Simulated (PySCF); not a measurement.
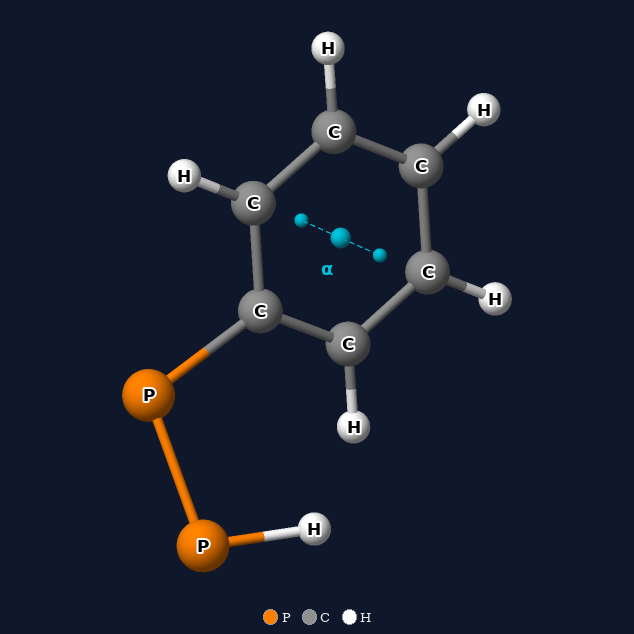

The small points mark where nucleus-independent chemical shifts (NICS) were computed: at the centre of each lettered ring and 1 Å above and below it. Computed geometry: PBE0-D3(BJ)/def2-SVP optimisation. No frequency run is at hand to confirm it as a minimum. Properties computed with GIAO PBE0/pcSseg-1 NMR shielding, non-relativistic, IEF-PCM dichloromethane (PySCF 2.14.0).

Give NICS(0), NICS(1) and the out-of-plane component NICS(1)zz for each ring (means of the two sides).

| ring | members | NICS(0) | NICS(1) | NICS(1)zz |
| --- | --- | --- | --- | --- |
| α | C6 | −7.4 | −10.7 | −26.9 |

Values in ppm.

Question: What do the values say about the ring currents?

Answer: Ring α: diatropic, as in an aromatic ring. NICS is one index among several.
